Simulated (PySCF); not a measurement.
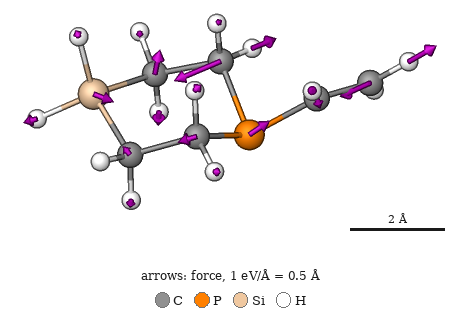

Starting geometry of C6H13PSi with the computed forces as purple arrows. Style: ball-and-stick. Shown from a free direction.

The start comes from GFN2-xTB. Its atoms were then displaced at random by about 0.01 Å.

The calculation used PBE0-D3(BJ)/def2-SVP geometry optimisation, gas phase (PySCF). 

Is this structure relaxed? If not, where do the atoms go?

It isn't relaxed: the largest force vector, on a C atom, is 2.23 eV/Å. The final displacements have little in common with the starting forces (cosine between the two patterns 0.02). After 11 geometry steps the energy has fallen by 5.55 kcal/mol. The largest move after the best rigid fit is that of an H atom, 1.32 Å. By element the largest moves are H 1.32 Å, C 0.49 Å, P 0.28 Å, Si 0.09 Å. Some distances before and after: C–H 1.053 → 1.095 Å, H–Si 1.462 → 1.497 Å, C–P 1.837 → 1.868 Å, C–H 1.081 → 1.104 Å. Among the angles between lasting bonds that change: H–C–H 110.5° → 106.6°, P–C–C 108.7° → 112.1°, C–P–C 95.8° → 99.1°. Groups turn about C–P by about 50°.
